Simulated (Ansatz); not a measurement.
## Electronic structure of C₂H₈BNSi (SMILES BN([SiH3])C=C) in real space

```tsv
atom	x (Å)	y (Å)	z (Å)
B	-1.6764	0.8473	0.4856
N	-0.4554	0.2350	0.1455
Si	0.9237	0.2865	1.2463
C	-0.3192	-0.4293	-1.0836
C	0.7729	-1.0451	-1.5240
H	-2.5866	0.7886	-0.2903
H	-1.7784	1.4091	1.5347
H	1.3278	-1.0954	1.6098
H	0.5018	1.0390	2.4458
H	2.0705	0.9574	0.5831
H	-1.2205	-0.4057	-1.6888
H	1.6959	-1.0957	-0.9572
H	0.7645	-1.5265	-2.4922
```

Geometry: PBE0-D4/def2-TZVP.

Method: Ansatz 0.2.0, RKS PBE0-D4/def2-TZVPP.

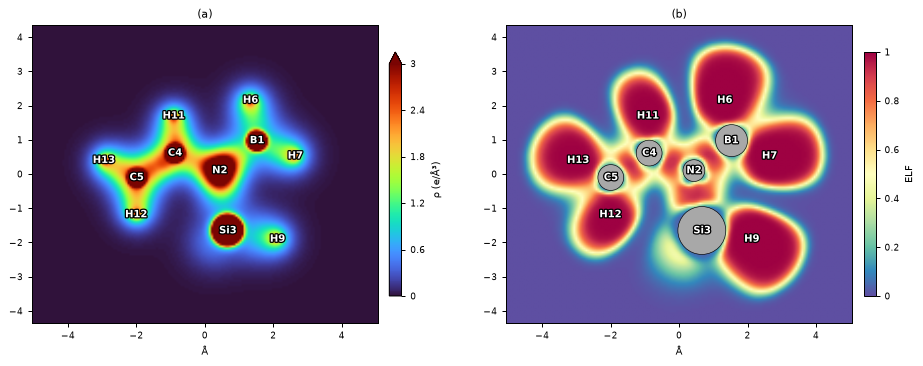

Figure 1. (a) electron density; (b) ELF on the plane of atoms C4, C5 and H13. Grey discs cover the atomic cores in the ELF map.

> Interpret the plot.

- Atoms in the plane: B, N, Si, C and H.
- C–C (1.33 Å): the density is about 2.4 e/Å³ at the midpoint; the ELF peaks at about 0.95 between the atoms: a multiple bond.
- C–N (1.40 Å): ρ at the midpoint is about 2.1 e/Å³; the ELF peaks at about 0.90 between the atoms; a covalent bond.
- B–N (1.41 Å): ρ at the midpoint is about 1.9 e/Å³; the ELF peaks at about 0.95 between the atoms (a polar covalent bond).
- Si–N (1.77 Å): the density is about 1.1 e/Å³ at the midpoint; the ELF peaks at about 0.95 between the atoms: a shared but strongly polarised pair.
- C–H (1.08 Å): the density is about 2 e/Å³ at the midpoint; the ELF climbs to about 1 towards the hydrogen, as it does in any bond to H: a covalent bond by its length.

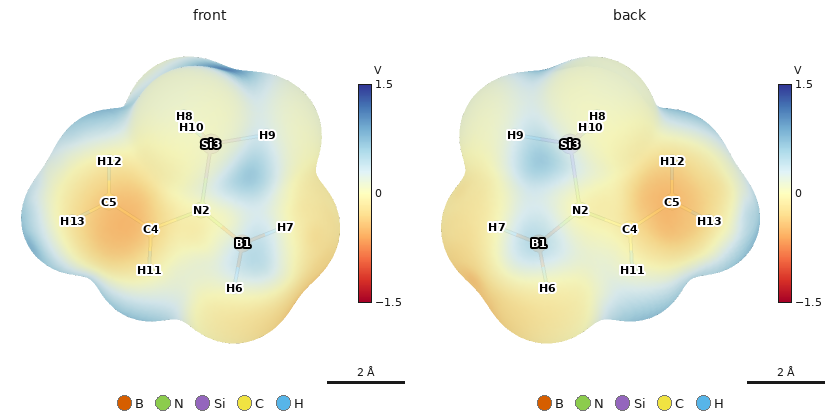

Figure 2. The electrostatic potential painted on the density surface at 0.001 e/bohr³, seen from the front and from behind; red is negative and blue positive.

> Where is the surface potential most negative and most positive?

The most negative region (about −0.5 V) lies over the π face of C4 and C5, the most positive (about +1.0 V) over Si3.

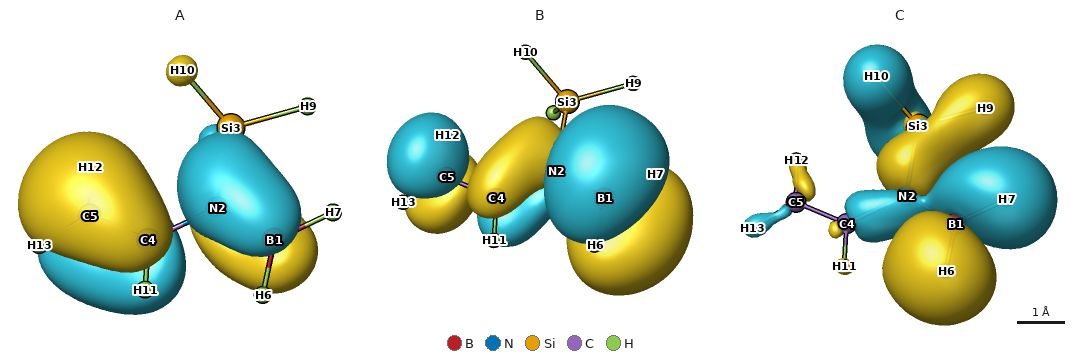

Figure 3. Three frontier orbitals at ±0.08 Å⁻³ᐟ² (yellow and cyan are the two phases), in no order.

> Which picture is the HOMO−1, the HOMO and the LUMO?

C is the HOMO−1 (−9.06 eV). It lies mainly on B1 (about 30 %), H6 (about 20 %), H7 (about 20 %), Si3 (about 10 %) and N2 (about 10 %). A is the HOMO (−7.08 eV). By Hirshfeld shares it lies mainly on C5 (about 35 %), C4 (about 20 %), N2 (about 20 %) and B1 (about 10 %). B is the LUMO (−0.68 eV). Its weight (Hirshfeld) is mainly on B1 (about 50 %), C5 (about 10 %), N2 (about 10 %), C4 (about 10 %), H7 (about 5 %) and H6 (about 5 %).

> What is the HOMO–LUMO gap?

6.40 eV between the orbital energies.

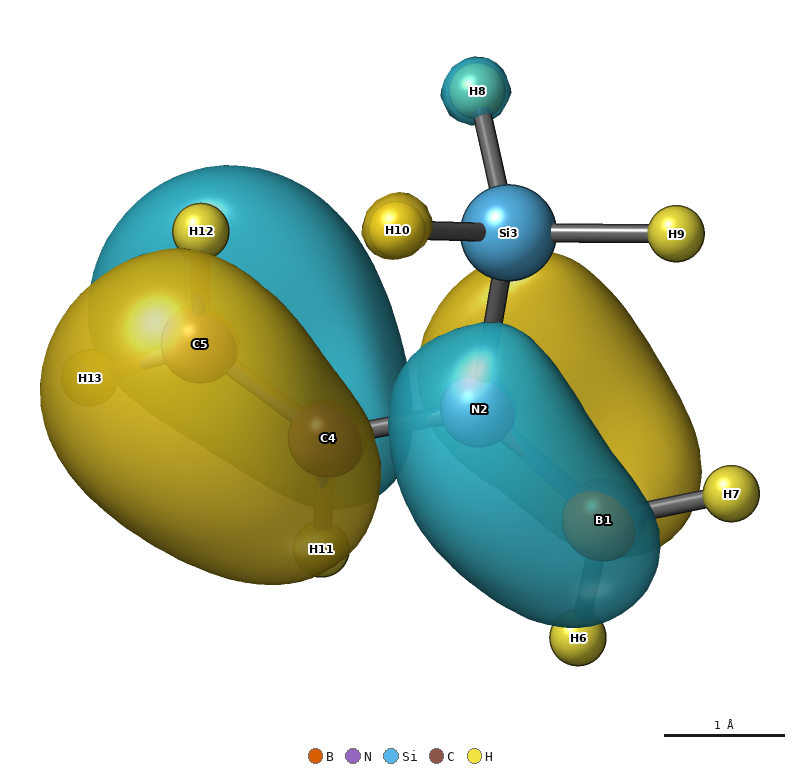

Figure 4. The HOMO at ±0.08 Å⁻³ᐟ² (yellow and cyan are the two phases), seen at a tilt.

> What is the character of this orbital?

By Hirshfeld shares it lies mainly on C5 (about 35 %), C4 (about 20 %), N2 (about 20 %) and B1 (about 10 %). Its energy is −7.08 eV.
